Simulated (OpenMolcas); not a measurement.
## Run report: Al2H4 (charge −1), geometry relaxation (part 1 of 4)

System: Al2H4, charge −1, multiplicity 2.
Method: HF/ANO-XS-MB, UHF, BSS, PCM solvent chlorobenzene (OpenMolcas 26.06).

The run did not end well. The geometry comes from this level: GFN2-xTB.

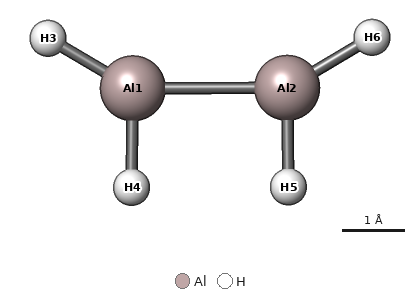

**Figure 1.** The input geometry (ball-and-stick view, seen on its broad side; atoms are numbered from 1 in the order of the input). Sticks mark near contacts.

Input file:
```
&GATEWAY
COORD
6
angstrom
Al      -0.854090      -0.947540       0.010480
Al       0.449880       1.168890       0.243310
H       -2.195980      -1.768100       0.274600
H        0.366300      -1.639050      -0.764220
H        1.691610       0.512150      -0.527710
H        0.542270       2.673660       0.763540
BASIS=ANO-XS-MB
GROUP=NoSym
RICD
RBSS
RF-INPUT
PCM-Model
Solvent=chlorobenzene
End of RF-Input
>>> EXPORT MOLCAS_MAXITER=50
>>> Do While
&SEWARD
EXPERT
&SCF
UHF
CHARGE=-1
SPIN=2
PRORBITALS=1 1
&SLAPAF
>>> EndDo
```

Hardware: 1 thread of Intel Xeon @ 2.90GHz (Ice Lake), 16 GiB of memory available, shared host.

Launch command:
```bash
export MOLCAS_MEM=1860
pymolcas job.inp > job.log
```

What the program printed:
```
--- Start Module: gateway ---

                                              &GATEWAY

                       available to each process: 1.9 GB of memory, 1 thread

++    Symmetry information:
      ---------------------

                    Character Table for C1

                             E
                    a        1  x, y, xy, Rz, z, xz, Ry, yz, Rx, I
--

++    Basis set information:
      ----------------------

      Basis set label: AL.ANO-XS...3S2P.

      Electronic valence basis set:
      ------------------
      Associated Effective Charge  13.000000 au
      Associated Actual Charge     13.000000 au
      Nuclear Model: Finite nucleus - Gaussian distribution
        Gaussian exponent, Xi/bohr**(-2):  4.43360E+08

      Shell  nPrim  nBasis  Cartesian Spherical Contaminant
         s      11       3        X
         p       7       2        X

      Basis set label: H.ANO-XS...1S.

      Electronic valence basis set:
      ------------------
      Associated Effective Charge   1.000000 au
      Associated Actual Charge      1.000000 au
      Nuclear Model: Finite nucleus - Gaussian distribution
        Gaussian exponent, Xi/bohr**(-2):  2.12482E+09

      Shell  nPrim  nBasis  Cartesian Spherical Contaminant
         s       4       1        X
--

++    Molecular structure info:
      -------------------------

                    ************************************************
                    **** Cartesian Coordinates / bohr, angstrom ****
                    ************************************************

     Center  Label                x              y              z                     x              y              z
        1      AL1             -1.613996      -1.790591       0.019804             -0.854090      -0.947540       0.010480
        2      AL2              0.850150       2.208882       0.459789              0.449880       1.168890       0.243310
        3      H3              -4.149801      -3.341225       0.518919             -2.195980      -1.768100       0.274600
        4      H4               0.692207      -3.097356      -1.444166              0.366300      -1.639050      -0.764220
        5      H5               3.196680       0.967823      -0.997227              1.691610       0.512150      -0.527710
        6      H6               1.024742       5.052485       1.442881              0.542270       2.673660       0.763540

                    ***************************************
                    *    InterNuclear Distances / bohr    *
                    ***************************************

               1 AL1           2 AL2           3 H3            4 H4            5 H5            6 H6
    1 AL1      0.000000
    2 AL2      4.718198        0.000000
    3 H3       3.013948        7.470387        0.000000
    4 H4       3.028104        5.639694        5.230508        0.000000
    5 H5       5.637890        3.028089        8.650859        4.795604        0.000000
    6 H6       7.470996        3.013807        9.903735        8.652487        5.230288        0.000000

                    *******************************************
                    *    InterNuclear Distances / angstrom    *
                    *******************************************

               1 AL1           2 AL2           3 H3            4 H4            5 H5            6 H6
    1 AL1      0.000000
    2 AL2      2.496763        0.000000
    3 H3       1.594913        3.953159        0.000000
    4 H4       1.602404        2.984398        2.767866        0.000000
    5 H5       2.983443        1.602396        4.577838        2.537724        0.000000
    6 H6       3.953481        1.594838        5.240831        4.578699        2.767749        0.000000
--

            Nuclear Potential Energy             62.04600366 au

--- Stop Module: gateway /rc=_RC_ALL_IS_WELL_ ---

>>> EXPORT MOLCAS_MAXITER = 50

--- Start Module: seward ---

                                              &SEWARD

                       available to each process: 1.9 GB of memory, 1 thread

 ###############################################################################
 ###    WARNING:  EXPERT option is ON!                                       ###
 ###############################################################################
               SEWARD will generate:
                  Multipole Moment integrals up to order  2
                  Kinetic Energy integrals
                  Nuclear Attraction integrals (finite nuclei - Gaussian type)
                  One-Electron Hamiltonian integrals
                  Velocity integrals
                  Relativistic BSS integrals
                  Reaction Field integrals (PCM)
                  Orbital angular momentum around ( -0.3421   0.1873   0.2148 )
                  Velocity quadrupole around ( -0.3421   0.1873   0.2148 )
                  RI decomposed two-electron repulsion integrals stored Cholesky style
                   - acCD auxiliary basis
                   - CD Threshold:   1.00E-04

                   Integrals are discarded if absolute value <: 1.00E-14
                   Integral cutoff threshold is set to       <: 1.00E-16

            Nuclear Potential Energy             62.04600366 au

      Basis set specifications :
      Symmetry species         a
      Basis functions           22

--- Stop Module: seward /rc=_RC_ALL_IS_WELL_ ---

--- Start Module: scf ---

                                                &SCF

                       available to each process: 1.9 GB of memory, 1 thread

++    Input section:
      --------------

      Header of the integral files:

      Cartesian coordinates in angstrom:
      -----------------------------------------------------
      No.  Label        X            Y            Z
      -----------------------------------------------------
       1   AL1       -0.85409000  -0.94754000   0.01048000
       2   AL2        0.44988000   1.16889000   0.24331000
       3   H3        -2.19598000  -1.76810000   0.27460000
       4   H4         0.36630000  -1.63905000  -0.76422000
       5   H5         1.69161000   0.51215000  -0.52771000
       6   H6         0.54227000   2.67366000   0.76354000
      -----------------------------------------------------
      Nuclear repulsion energy =   62.04600366
--

++    Orbital specifications:
      -----------------------

      Symmetry species               1
                                     a
      Frozen orbitals                0
      Start temperature = 0.500
      End temperature   = 0.010
      Temperature Factor= 0.460
      Deleted orbitals               0
      Total number of orbitals      22
      Number of basis functions     22
--

      Molecular charge                          -1.000

      Polarizable Continuum Model (PCM) activated
      Solvent: chlorobenzene
      Version: Dielectric
      Average area for surface element on the cavity boundary: 0.4000 angstrom^2
      Minimum radius for added spheres: 0.2000 angstrom
      Calculation type: equilibrium

++    Optimization specifications:
      ----------------------------

      SCF Algorithm: LK-RI/DF USCF
      LK screening threshold:                     4.50E-02
      Local-Exchange (LK) algorithm.
       - the density matrix is decomposed
      The actual AO density is used
      Number of density matrices in core                 5
      Maximum number of NDDO SCF iterations            400
      Maximum number of HF SCF iterations              400
      Threshold for SCF energy change             1.00E-09
      Threshold for density matrix                1.00E-04
      Threshold for Fock matrix                   1.50E-04
      Threshold for linear dependence             1.00E-09
      Threshold at which DIIS is turned on        1.50E-01
      Maximum depth in the DIIS procedure                5
      Maximum depth in the BFGS Hessian update          30
      Threshold at which QNR/C2DIIS is turned on  7.50E-02
      Threshold for Norm(delta) (QNR/C2DIIS)      1.00E-03
      All orbitals punched on: UHFORB
--

      Input vectors read from INPORB
      Orbital file label: *Guess orbitals

++ Convergence information
                               UHF SCF        iterations: Energy and convergence statistics

Iter     Tot. SCF        One-elec.       Two-elec.     Energy      Max Dij or  Max Fij      DNorm      TNorm      AccCon     Time
         Energy          Energy          Energy        Change      Delta Norm                                                in Sec.
   1  -484.429298389  -628.367155403   168.749043405   0.00E+00    9.16E-02*   1.11E-01*    1.10E+01   5.22E+01   None         0.
   2  -485.629588075  -631.055084371   170.236682687  -1.20E+00*   1.94E-02*   1.51E-02*    8.03E+00   5.24E+01   EDIIS        0.
   3  -486.675952622  -631.769305990   169.904539759  -1.05E+00*   2.13E-02*   1.16E-02*    7.27E+00   5.24E+01   EDIIS        0.
   4  -487.081815068  -631.580007989   169.309379311  -4.06E-01*   2.15E-02*   9.53E-03*    7.28E+00   5.23E+01   EDIIS        0.
   5  -487.228665251  -631.558315908   169.140837048  -1.47E-01*   2.56E-02*   1.07E-02*    7.40E+00   5.23E+01   EDIIS        0.
   6  -487.240645072  -631.505693392   169.076234711  -1.20E-02*   1.24E-02*   5.56E-03*    7.41E+00   5.23E+01   EDIIS        0.
   7  -487.241022459  -631.483546440   169.053710372  -3.77E-04*   7.18E-03*   3.23E-03*    7.41E+00   5.23E+01   EDIIS        0.

       Fermi aufbau procedure completed!
      nOcc(alpha)=   16
      nOcc(beta) =   15

   8  -487.241185057  -631.476913972   169.046915305  -1.63E-04*   2.40E-03*   6.29E-03*    7.41E+00   5.23E+01   c2DIIS       0.
   9  -487.241327071  -631.470003180   169.039862500  -1.42E-04*   1.77E-03*   2.31E-04*    7.41E+00   5.23E+01   QNRc2DIIS    0.
  10  -487.241327780  -631.472129138   169.041987748  -7.09E-07*   1.55E-03*   9.59E-05     7.41E+00   5.23E+01   QNRc2DIIS    0.
  11  -487.241327992  -631.473399724   169.043258123  -2.12E-07*   3.75E-04    3.95E-05     7.41E+00   5.23E+01   QNRc2DIIS    0.
  12  -487.241328013  -631.473449892   169.043308270  -2.10E-08*   1.35E-03*   4.07E-05     7.41E+00   5.23E+01   QNRc2DIIS    0.
  13  -487.241328057  -631.473071791   169.042930125  -4.39E-08*   1.87E-04    1.45E-05     7.41E+00   5.23E+01   QNRc2DIIS    0.
  14  -487.241328060  -631.472999697   169.042858028  -2.45E-09*   1.32E-03*   1.28E-05     7.41E+00   5.23E+01   QNRc2DIIS    0.
  15  -487.241328070  -631.473026031   169.042884352  -1.10E-08*   6.26E-05    6.17E-06     7.41E+00   5.23E+01   QNRc2DIIS    0.
  16  -487.241328071  -631.473040859   169.042899179  -3.98E-10    1.59E-05    4.73E-06     7.41E+00   5.23E+01   QNRc2DIIS    0.

       Convergence after  16 Iterations
--

 *****************************************************************************************************************************
 *                                             SCF/KS-DFT Program, Final results                                             *
 *                                                       Final Results                                                       *
 *****************************************************************************************************************************

::    Total SCF energy                               -487.2413280709
      One-electron energy                            -631.4730408593
      Two-electron energy                             169.0428991795
      Nuclear repulsion energy                        -24.8111863910
      Kinetic energy (interpolated)                   492.3308967346
      Virial theorem                                    0.9896623009
      Total spin, S(S+1)                                0.7540392650
      Total spin, S                                     0.5020175971
      Max non-diagonal density matrix element           0.0000138357
      Max non-diagonal Fock matrix element              0.0000026957

      All orbitals with orbital energies smaller than  E(LUMO)+0.5 are printed

++    Molecular orbitals:
      -------------------

      Title: UHF orbitals (alpha)

      Molecular orbitals for symmetry species 1: a

          Orbital            1         2         3         4         5         6         7         8         9        10
          Energy          -58.4758  -58.4734   -4.8007   -4.7988   -3.0937   -3.0923   -3.0919   -3.0906   -3.0902   -3.0886
          Occ. No.          1.0000    1.0000    1.0000    1.0000    1.0000    1.0000    1.0000    1.0000    1.0000    1.0000

          Orbital           11        12        13        14        15        16        17        18        19        20
          Energy           -0.4873   -0.3929   -0.2820   -0.2163   -0.1969   -0.1313    0.1419    0.2734    0.4804    0.5117
          Occ. No.          1.0000    1.0000    1.0000    1.0000    1.0000    1.0000    0.0000    0.0000    0.0000    0.0000

          Orbital           21
          Energy            0.5168
          Occ. No.          0.0000

--

++    Static properties:
      ------------------

      LoProp Charges per center

                   AL1      AL2      H3       H4       H5       H6
      Nuclear     13.0000  13.0000   1.0000   1.0000   1.0000   1.0000
      Electronic -13.6291 -13.6525  -0.9665  -0.9016  -0.8893  -0.9610

      Total       -0.6291  -0.6525   0.0335   0.0984   0.1107   0.0390
--

      All orbitals with orbital energies smaller than  E(LUMO)+0.5 are printed

++    Molecular orbitals:
      -------------------

      Title: UHF orbitals (beta)

      Molecular orbitals for symmetry species 1: a

          Orbital            1         2         3         4         5         6         7         8         9        10
          Energy          -58.4741  -58.4717   -4.7980   -4.7961   -3.0909   -3.0893   -3.0888   -3.0873   -3.0859   -3.0839
          Occ. No.          1.0000    1.0000    1.0000    1.0000    1.0000    1.0000    1.0000    1.0000    1.0000    1.0000

          Orbital           11        12        13        14        15        16        17        18        19        20
          Energy           -0.4524   -0.3797   -0.2817   -0.2199   -0.1849    0.1093    0.2101    0.2876    0.4827    0.5126
          Occ. No.          1.0000    1.0000    1.0000    1.0000    1.0000    0.0000    0.0000    0.0000    0.0000    0.0000

          Orbital           21
          Energy            0.5172
          Occ. No.          0.0000

--

++    Molecular charges:
      ------------------

      Mulliken charges per centre and basis function type
      ---------------------------------------------------

                            AL1                     AL2                     H3                      H4                      H5                      H6
                     alpha        beta       alpha        beta       alpha        beta       alpha        beta       alpha        beta       alpha        beta
      1s           1.0000      1.0000      1.0000      1.0000      0.4441      0.4842      0.4021      0.4452      0.3932      0.4371      0.4399      0.4804
      2s           1.0002      1.0001      1.0002      1.0001      0.0000      0.0000      0.0000      0.0000      0.0000      0.0000      0.0000      0.0000
      2px          1.0001      1.0001      1.0000      1.0000      0.0000      0.0000      0.0000      0.0000      0.0000      0.0000      0.0000      0.0000
      2pz          1.0000      1.0000      1.0000      1.0000      0.0000      0.0000      0.0000      0.0000      0.0000      0.0000      0.0000      0.0000
      2py          1.0001      1.0000      1.0001      1.0001      0.0000      0.0000      0.0000      0.0000      0.0000      0.0000      0.0000      0.0000
      3s           0.6200      0.5752      0.6226      0.5761      0.0000      0.0000      0.0000      0.0000      0.0000      0.0000      0.0000      0.0000
      3px          0.5290      0.4346      0.5304      0.4558      0.0000      0.0000      0.0000      0.0000      0.0000      0.0000      0.0000      0.0000
      3pz          0.5067      0.1168      0.5153      0.1167      0.0000      0.0000      0.0000      0.0000      0.0000      0.0000      0.0000      0.0000
      3py          0.4929      0.4462      0.5031      0.4313      0.0000      0.0000      0.0000      0.0000      0.0000      0.0000      0.0000      0.0000
      Total        7.1490      6.5730      7.1717      6.5801      0.4441      0.4842      0.4021      0.4452      0.3932      0.4371      0.4399      0.4804
      Total             13.7220                 13.7518                  0.9283                  0.8473                  0.8303                  0.9203

      Charge           -0.7220                 -0.7518                  0.0717                  0.1527                  0.1697                  0.0797

      Total electronic charge=   31.000000

      Total            charge=   -1.000000
--

++    Static properties:
      ------------------

      LoProp Charges per center

                   AL1      AL2      H3       H4       H5       H6
      Nuclear     13.0000  13.0000   1.0000   1.0000   1.0000   1.0000
      Electronic -13.6291 -13.6525  -0.9665  -0.9016  -0.8893  -0.9610

      Total       -0.6291  -0.6525   0.0335   0.0984   0.1107   0.0390
--
```
